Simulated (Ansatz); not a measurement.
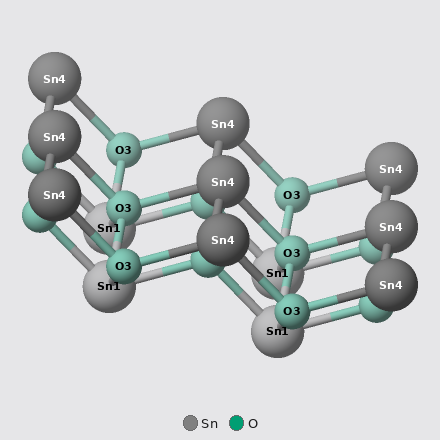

The system is Cu on a two-dimensional sheet of SnO (4 atoms of substrate and one adsorbate in a 1 × 1 cell); the picture shows it without the atoms that are moved over the map. Cu is moved over the surface cell at a fixed height above a rigid substrate; the origin of the map has the adsorbate above Sn4; the height is held at 3.00 Å. Places are given modulo a cell vector. The map is drawn in real space over the plane of the surface. Grid: 8 × 8 points; 15 points were computed and 49 follow by symmetry. Energies are in meV, from the lowest grid point. With one adsorbate in each 1 × 1 cell, its nearest image is 3.8 Å away, so neighbouring adsorbates interact. At a fixed height the lowest place need not be the adsorption site. These are results of Ansatz 0.2.0, DFT PBE+D3(BJ), scalar-relativistic, plane waves, PAW, not measurements. Settings: cutoff 420 eV, k-mesh 7×7×1, gaussian smearing 0.05 eV, spin-polarised.

Range: position of Cu5 along the first surface vector from 0.000 to 0.875; position of Cu5 along the second surface vector from 0.000 to 0.875.

### What will the energy surface look like?

The lowest grid point is at the top site over a surface Sn atom, (0/8, 0/8) of the cell vectors. It is the only kind of minimum in the scanned range. The highest grid point, a fourfold hollow over a third-layer Sn atom, (4/8, 4/8) of the cell vectors, lies 203 meV above the lowest. On the interpolated surface the easiest way out of the lowest well to its copy in the next cell or period passes a barrier of about 85 meV.

| second ↓, first → | 0/8 | 1/8 | 2/8 | 3/8 | 4/8 | 5/8 | 6/8 | 7/8 |
| --- | --- | --- | --- | --- | --- | --- | --- | --- |
| 7/8 | 12 | 26 | 50 | 83 | 102 | 83 | 50 | 26 |
| 6/8 | 35 | 50 | 90 | 125 | 142 | 125 | 90 | 50 |
| 5/8 | 67 | 83 | 125 | 170 | 186 | 170 | 125 | 83 |
| 4/8 | 85 | 102 | 142 | 186 | 203 | 186 | 142 | 102 |
| 3/8 | 67 | 83 | 125 | 170 | 186 | 170 | 125 | 83 |
| 2/8 | 35 | 50 | 90 | 125 | 142 | 125 | 90 | 50 |
| 1/8 | 12 | 26 | 50 | 83 | 102 | 83 | 50 | 26 |
| 0/8 | 0 | 12 | 35 | 67 | 85 | 67 | 35 | 12 |

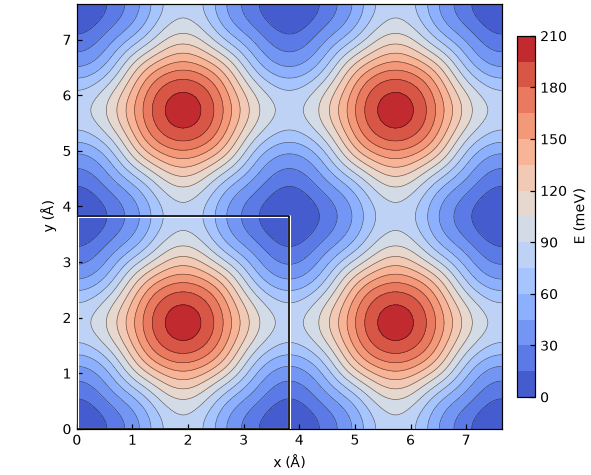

In the figure: filled contours, the outline of one cell of the 2 × 2 shown. Between grid points the surface is interpolated.

The whole map (15 points run) took 23 min on 1 thread of Arm Neoverse V1 (shared host).

PAW datasets: the set soft_1.
